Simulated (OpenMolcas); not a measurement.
# InNH2F2: single-point calculation (part 2 of 2)

Continued. System: InNH2F2, SMILES [NH2][In]([F])[F]. Method: HF/ANO-RCC-MB, RHF, DKH2 (OpenMolcas 26.06). The geometry comes from this level: PBE0-D4/def2-TZVP.

Geometry of the input (Å):
```
N  -0.2599  1.1551  -0.2806
In 0.2714  -0.7457  0.0291
F  1.8629  -1.2849  0.9890
F  -0.6174  -2.2657  -0.7735
H  0.0317  1.7913  0.4494
H  -1.2466  1.2859  -0.4595
```

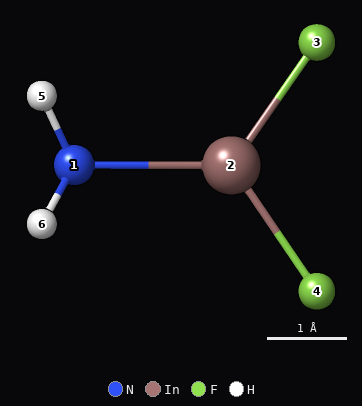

Figure 1. The structure as given in the input (ball-and-stick view, seen at a tilt; atoms are numbered from 1 in the order of the input). Sticks mark near contacts.

## Log, continued
```
++    Natural Bond Order analysis
      ---------------------------
      Based on LoProp computed density
      -------------------------------------------------------------------------------------
      Atom A       Atom B       Bond Order
      -------------------------------------------------------------------------------------
      NBO located      0.998 non-bonded electrons on atom N1
      NBO located      1.015 non-bonded electrons on atom IN2
      NBO located      0.993 non-bonded electrons on atom IN2
      NBO located      0.994 non-bonded electrons on atom IN2
      NBO located      0.994 non-bonded electrons on atom IN2
      NBO located      0.996 non-bonded electrons on atom IN2
      NBO located      1.001 non-bonded electrons on atom IN2
      NBO located      0.997 non-bonded electrons on atom IN2
      NBO located      0.998 non-bonded electrons on atom IN2
      NBO located      0.999 non-bonded electrons on atom IN2
      NBO located      1.000 non-bonded electrons on atom IN2
      NBO located      1.000 non-bonded electrons on atom IN2
      NBO located      1.000 non-bonded electrons on atom IN2
      NBO located      1.000 non-bonded electrons on atom IN2
      NBO located      1.000 non-bonded electrons on atom IN2
      NBO located      1.000 non-bonded electrons on atom IN2
      NBO located      1.000 non-bonded electrons on atom IN2
      NBO located      1.000 non-bonded electrons on atom IN2
      NBO located      1.000 non-bonded electrons on atom IN2
      NBO located      1.000 non-bonded electrons on atom IN2
      NBO located      1.000 non-bonded electrons on atom IN2
      NBO located      1.000 non-bonded electrons on atom IN2
      NBO located      1.000 non-bonded electrons on atom IN2
      NBO located      1.000 non-bonded electrons on atom IN2
      NBO located      1.000 non-bonded electrons on atom F3
      NBO located      1.006 non-bonded electrons on atom F3
      NBO located      1.000 non-bonded electrons on atom F4
      NBO located      1.009 non-bonded electrons on atom F4
      The remaining   11.025 electrons are to be considered as diffuse
--

++    Molecular properties:
      ---------------------

      Charge (e):
                      =   -0.0000
      Dipole Moment (debye):
      Origin of the operator (angstrom)=    0.2959   -0.7925    0.0207
                   X= -1.8875E+00               Y=  3.2574E+00               Z=  8.4154E-01           Total=  3.8576E+00
      Quadrupole Moment (debye*angstrom):
      Origin of the operator (angstrom)=    0.2959   -0.7925    0.0207
                  XX= -4.4454E+01              XY= -2.2206E+00              XZ= -6.2445E+00              YY= -4.6120E+01
                  YZ=  1.0927E+00              ZZ= -4.1588E+01
      In traceless form (debye*angstrom)
                  XX= -6.0005E-01              XY= -3.3310E+00              XZ= -9.3667E+00              YY= -3.0987E+00
                  YZ=  1.6391E+00              ZZ=  3.6988E+00
--

--- Stop Module: scf /rc=_RC_ALL_IS_WELL_ ---

--- Start Module: localisation ---

                                           &LOCALISATION

                       available to each process: 1.9 GB of memory, 1 thread

 Header from vector file:

* SCF orbitals

 Pipek-Mezey localisation
 Convergence threshold:   1.0000E-06 (functional)
 Convergence threshold:   1.0000E-02 (gradient)
 Screening threshold  :   1.0000E-10 (orbital rotations)
 Frozen orbitals      :     21
 Orbitals to localise :     17

 CPU  time for localisation procedure:      0.00 seconds

++    Molecular orbitals:
      -------------------

      Title: Final localised MO's

      Molecular orbitals for symmetry species 1: a

      Basis set list:
        1 N1     1s                 10 IN2    5s                 19 IN2    2pz                28 IN2    4d0                37 F3     2pz
        2 N1     2s                 11 IN2    2px                20 IN2    3pz                29 IN2    3d1+               38 F4     1s
        3 N1     2px                12 IN2    3px                21 IN2    4pz                30 IN2    4d1+               39 F4     2s
        4 N1     2py                13 IN2    4px                22 IN2    5pz                31 IN2    3d2+               40 F4     2px
        5 N1     2pz                14 IN2    5px                23 IN2    3d2-               32 IN2    4d2+               41 F4     2py
        6 IN2    1s                 15 IN2    2py                24 IN2    4d2-               33 F3     1s                 42 F4     2pz
        7 IN2    2s                 16 IN2    3py                25 IN2    3d1-               34 F3     2s                 43 H5     1s
        8 IN2    3s                 17 IN2    4py                26 IN2    4d1-               35 F3     2px                44 H6     1s
        9 IN2    4s                 18 IN2    5py                27 IN2    3d0                36 F3     2py

  Index Energy  Occupation Coefficients ...

    1-1031.5000    2.0000          6 IN2    1s     ( 1.000),

    2 -157.9300    2.0000          7 IN2    2s     ( 1.000),

    3 -141.6400    2.0000         11 IN2    2px    (-0.560),    19 IN2    2pz    ( 0.826),

    4 -141.6300    2.0000         11 IN2    2px    ( 0.776),    19 IN2    2pz    ( 0.551),

    5 -141.6300    2.0000         15 IN2    2py    ( 0.949),

    6  -31.5170    2.0000          8 IN2    3s     ( 1.000),

    7  -26.0310    2.0000         12 IN2    3px    (-0.560),    20 IN2    3pz    ( 0.826),

    8  -26.0260    2.0000         12 IN2    3px    ( 0.776),    20 IN2    3pz    ( 0.551),

    9  -26.0250    2.0000         16 IN2    3py    ( 0.950),

   10  -26.0220    2.0000         38 F4     1s     ( 0.996),

   11  -26.0220    2.0000         33 F3     1s     ( 0.996),

   12  -17.4790    2.0000         27 IN2    3d0    (-0.483),    29 IN2    3d1+   ( 0.847),

   13  -17.4780    2.0000         27 IN2    3d0    ( 0.789),    31 IN2    3d2+   (-0.413),

   14  -17.4770    2.0000         23 IN2    3d2-   (-0.509),    25 IN2    3d1-   ( 0.792),

   15  -17.4740    2.0000         23 IN2    3d2-   ( 0.647),    25 IN2    3d1-   ( 0.487),    31 IN2    3d2+   (-0.517),

   16  -17.4740    2.0000         23 IN2    3d2-   ( 0.520),    31 IN2    3d2+   ( 0.693),

   17  -15.5050    2.0000          1 N1     1s     ( 1.000),

   18   -5.4353    2.0000          9 IN2    4s     ( 1.000),

   19   -3.7167    2.0000         13 IN2    4px    (-0.581),    21 IN2    4pz    ( 0.814),

   20   -3.7128    2.0000         13 IN2    4px    ( 0.775),    21 IN2    4pz    ( 0.551),

   21   -3.7120    2.0000         17 IN2    4py    (-0.951),

   22    0.0000    2.0000         39 F4     2s     (-0.936),

   23    0.0000    2.0000         34 F3     2s     ( 0.936),

   24    0.0000    2.0000         28 IN2    4d0    ( 0.509),    30 IN2    4d1+   (-0.828),

   25    0.0000    2.0000         24 IN2    4d2-   ( 0.573),    26 IN2    4d1-   (-0.809),

   26    0.0000    2.0000         28 IN2    4d0    ( 0.805),    32 IN2    4d2+   (-0.417),

   27    0.0000    2.0000         24 IN2    4d2-   ( 0.499),    32 IN2    4d2+   ( 0.692),

   28    0.0000    2.0000         24 IN2    4d2-   (-0.634),    26 IN2    4d1-   (-0.497),    32 IN2    4d2+   ( 0.545),

   29    0.0000    2.0000          2 N1     2s     (-0.339),     3 N1     2px    ( 0.540),    44 H6     1s     (-0.501),

   30    0.0000    2.0000          2 N1     2s     ( 0.339),     4 N1     2py    ( 0.327),     5 N1     2pz    ( 0.419),    43 H5     1s     ( 0.501),

   31    0.0000    2.0000         35 F3     2px    ( 0.670),    37 F3     2pz    ( 0.392),

   32    0.0000    2.0000         36 F3     2py    (-0.945),

   33    0.0000    2.0000         35 F3     2px    ( 0.522),    37 F3     2pz    (-0.827),

   34    0.0000    2.0000         40 F4     2px    (-0.683),    41 F4     2py    ( 0.598),    42 F4     2pz    (-0.397),

   35    0.0000    2.0000         40 F4     2px    ( 0.557),    42 F4     2pz    (-0.801),

   36    0.0000    2.0000          2 N1     2s     ( 0.426),     4 N1     2py    (-0.594),    10 IN2    5s     ( 0.354),

   37    0.0000    2.0000         39 F4     2s     (-0.323),    40 F4     2px    (-0.362),    41 F4     2py    (-0.639),    42 F4     2pz    (-0.341),

   38    0.0000    2.0000          2 N1     2s     (-0.543),     3 N1     2px    (-0.410),     5 N1     2pz    ( 0.681),

   39    0.0590    0.0000         14 IN2    5px    ( 0.542),    22 IN2    5pz    (-0.796),

   40    0.1012    0.0000         10 IN2    5s     (-0.991),

   41    0.2171    0.0000         14 IN2    5px    ( 0.884),    22 IN2    5pz    ( 0.628),

   42    0.2700    0.0000          2 N1     2s     (-0.802),    18 IN2    5py    ( 1.095),

   43    0.5903    0.0000          2 N1     2s     (-0.749),     3 N1     2px    ( 0.499),     4 N1     2py    (-0.738),    18 IN2    5py    (-0.531),
                                  43 H5     1s     ( 0.922),    44 H6     1s     ( 0.922),

   44    0.6244    0.0000          3 N1     2px    ( 0.866),     5 N1     2pz    ( 0.616),    43 H5     1s     (-0.965),    44 H6     1s     ( 0.965),

--

--- Stop Module: localisation /rc=_RC_ALL_IS_WELL_ ---

--- Start Module: localisation ---

                                           &LOCALISATION

                       available to each process: 1.9 GB of memory, 1 thread

 Header from vector file:

*Localised orbitals

 Pipek-Mezey localisation
 Convergence threshold:   1.0000E-06 (functional)
 Convergence threshold:   1.0000E-02 (gradient)
 Screening threshold  :   1.0000E-10 (orbital rotations)
 Frozen orbitals      :     38
 Orbitals to localise :      6

 CPU  time for localisation procedure:      0.00 seconds

++    Molecular orbitals:
      -------------------

      Title: Final localised MO's

      Molecular orbitals for symmetry species 1: a

      Basis set list:
        1 N1     1s                 10 IN2    5s                 19 IN2    2pz                28 IN2    4d0                37 F3     2pz
        2 N1     2s                 11 IN2    2px                20 IN2    3pz                29 IN2    3d1+               38 F4     1s
        3 N1     2px                12 IN2    3px                21 IN2    4pz                30 IN2    4d1+               39 F4     2s
        4 N1     2py                13 IN2    4px                22 IN2    5pz                31 IN2    3d2+               40 F4     2px
        5 N1     2pz                14 IN2    5px                23 IN2    3d2-               32 IN2    4d2+               41 F4     2py
        6 IN2    1s                 15 IN2    2py                24 IN2    4d2-               33 F3     1s                 42 F4     2pz
        7 IN2    2s                 16 IN2    3py                25 IN2    3d1-               34 F3     2s                 43 H5     1s
        8 IN2    3s                 17 IN2    4py                26 IN2    4d1-               35 F3     2px                44 H6     1s
        9 IN2    4s                 18 IN2    5py                27 IN2    3d0                36 F3     2py

  Index Energy  Occupation Coefficients ...

    1-1031.5000    2.0000          6 IN2    1s     ( 1.000),

    2 -157.9300    2.0000          7 IN2    2s     ( 1.000),

    3 -141.6400    2.0000         11 IN2    2px    (-0.560),    19 IN2    2pz    ( 0.826),

    4 -141.6300    2.0000         11 IN2    2px    ( 0.776),    19 IN2    2pz    ( 0.551),

    5 -141.6300    2.0000         15 IN2    2py    ( 0.949),

    6  -31.5170    2.0000          8 IN2    3s     ( 1.000),

    7  -26.0310    2.0000         12 IN2    3px    (-0.560),    20 IN2    3pz    ( 0.826),

    8  -26.0260    2.0000         12 IN2    3px    ( 0.776),    20 IN2    3pz    ( 0.551),

    9  -26.0250    2.0000         16 IN2    3py    ( 0.950),

   10  -26.0220    2.0000         38 F4     1s     ( 0.996),

   11  -26.0220    2.0000         33 F3     1s     ( 0.996),

   12  -17.4790    2.0000         27 IN2    3d0    (-0.483),    29 IN2    3d1+   ( 0.847),

   13  -17.4780    2.0000         27 IN2    3d0    ( 0.789),    31 IN2    3d2+   (-0.413),

   14  -17.4770    2.0000         23 IN2    3d2-   (-0.509),    25 IN2    3d1-   ( 0.792),

   15  -17.4740    2.0000         23 IN2    3d2-   ( 0.647),    25 IN2    3d1-   ( 0.487),    31 IN2    3d2+   (-0.517),

   16  -17.4740    2.0000         23 IN2    3d2-   ( 0.520),    31 IN2    3d2+   ( 0.693),

   17  -15.5050    2.0000          1 N1     1s     ( 1.000),

   18   -5.4353    2.0000          9 IN2    4s     ( 1.000),

   19   -3.7167    2.0000         13 IN2    4px    (-0.581),    21 IN2    4pz    ( 0.814),

   20   -3.7128    2.0000         13 IN2    4px    ( 0.775),    21 IN2    4pz    ( 0.551),

   21   -3.7120    2.0000         17 IN2    4py    (-0.951),

   22    0.0000    2.0000         39 F4     2s     (-0.936),

   23    0.0000    2.0000         34 F3     2s     ( 0.936),

   24    0.0000    2.0000         28 IN2    4d0    ( 0.509),    30 IN2    4d1+   (-0.828),

   25    0.0000    2.0000         24 IN2    4d2-   ( 0.573),    26 IN2    4d1-   (-0.809),

   26    0.0000    2.0000         28 IN2    4d0    ( 0.805),    32 IN2    4d2+   (-0.417),

   27    0.0000    2.0000         24 IN2    4d2-   ( 0.499),    32 IN2    4d2+   ( 0.692),

   28    0.0000    2.0000         24 IN2    4d2-   (-0.634),    26 IN2    4d1-   (-0.497),    32 IN2    4d2+   ( 0.545),

   29    0.0000    2.0000          2 N1     2s     (-0.339),     3 N1     2px    ( 0.540),    44 H6     1s     (-0.501),

   30    0.0000    2.0000          2 N1     2s     ( 0.339),     4 N1     2py    ( 0.327),     5 N1     2pz    ( 0.419),    43 H5     1s     ( 0.501),

   31    0.0000    2.0000         35 F3     2px    ( 0.670),    37 F3     2pz    ( 0.392),

   32    0.0000    2.0000         36 F3     2py    (-0.945),

   33    0.0000    2.0000         35 F3     2px    ( 0.522),    37 F3     2pz    (-0.827),

   34    0.0000    2.0000         40 F4     2px    (-0.683),    41 F4     2py    ( 0.598),    42 F4     2pz    (-0.397),

   35    0.0000    2.0000         40 F4     2px    ( 0.557),    42 F4     2pz    (-0.801),

   36    0.0000    2.0000          2 N1     2s     ( 0.426),     4 N1     2py    (-0.594),    10 IN2    5s     ( 0.354),

   37    0.0000    2.0000         39 F4     2s     (-0.323),    40 F4     2px    (-0.362),    41 F4     2py    (-0.639),    42 F4     2pz    (-0.341),

   38    0.0000    2.0000          2 N1     2s     (-0.543),     3 N1     2px    (-0.410),     5 N1     2pz    ( 0.681),

   39    0.0000    0.0000         14 IN2    5px    (-0.532),    22 IN2    5pz    ( 0.860),

   40    0.0000    0.0000          2 N1     2s     (-0.515),     4 N1     2py    ( 0.703),    10 IN2    5s     ( 0.937),    18 IN2    5py    ( 0.686),

   41    0.0000    0.0000         14 IN2    5px    (-0.870),    18 IN2    5py    ( 0.444),    22 IN2    5pz    (-0.486),    34 F3     2s     ( 0.508),

   42    0.0000    0.0000         18 IN2    5py    (-0.939),    39 F4     2s     (-0.508),

   43    0.0000    0.0000          2 N1     2s     (-0.739),     3 N1     2px    ( 0.926),    44 H6     1s     ( 1.346),

   44    0.0000    0.0000          2 N1     2s     ( 0.739),    43 H5     1s     (-1.346),

--

--- Stop Module: localisation /rc=_RC_ALL_IS_WELL_ ---

.##################.
.# Happy landing! #.
.##################.

    Timing: Wall=4.11 User=3.61 System=0.48
```

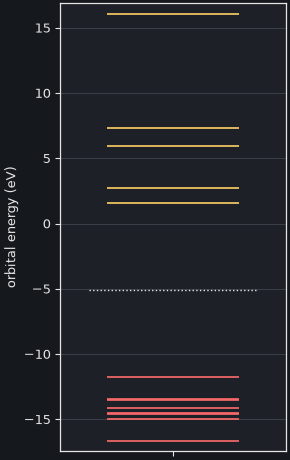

Figure 2. Orbital energies near the frontier; the dotted line parts filled from empty levels, and levels within 0.02 eV of each other stand side by side. Highest filled −11.79 eV, lowest empty 1.61 eV, 13.40 eV apart.

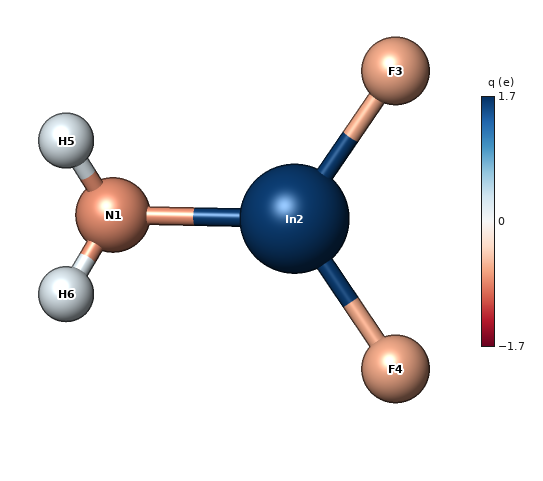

Figure 3. Mulliken charges, as the colour of each atom (ball-and-stick view, seen on its broad side; atoms are numbered from 1 in the order of the input). By element: N −0.77, In +1.61, F −0.63 and H +0.21 e.

## Results in brief

```csv
quantity,value
outcome,converged
total energy,−6131.687727 hartree
basis functions,44
HOMO,−11.79 eV
LUMO,1.61 eV
dipole moment,3.86 debye
wall time,4.5 s
peak memory,0.41 GiB
```
